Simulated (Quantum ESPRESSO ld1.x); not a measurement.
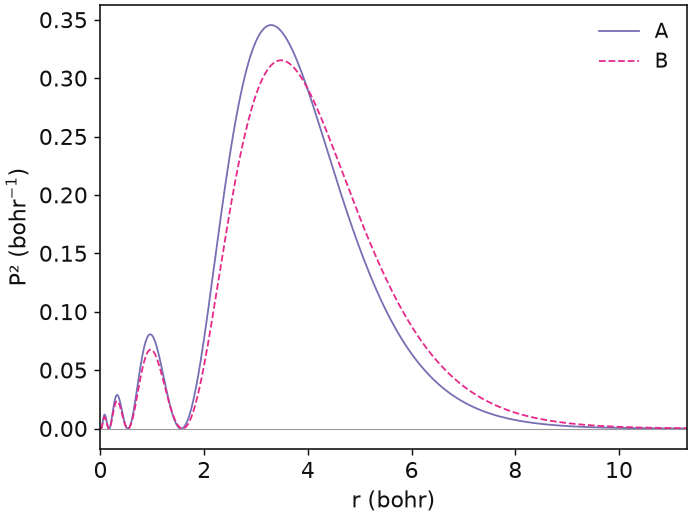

Nb⁺ (Z = 41, 40 electrons) was computed in two configurations: [Kr] 4d2 5p2; [Kr] 4d3 5p1. Computed with Quantum ESPRESSO ld1.x 7.5: scalar-relativistic Kohn-Sham, BLYP, spin-unpolarised, spherical densities, point nucleus.

The plot shows P² of the 5p orbital in both runs (large components where relativistic).

Assign A and B.

Answer. A is [Kr] 4d2 5p2 (⟨r⟩ = 3.76 bohr, eigenvalue −8.25 eV); B is [Kr] 4d3 5p1 (⟨r⟩ = 4.04 bohr, eigenvalue −7.09 eV). The orbital is smaller where the other electrons screen the nucleus less.
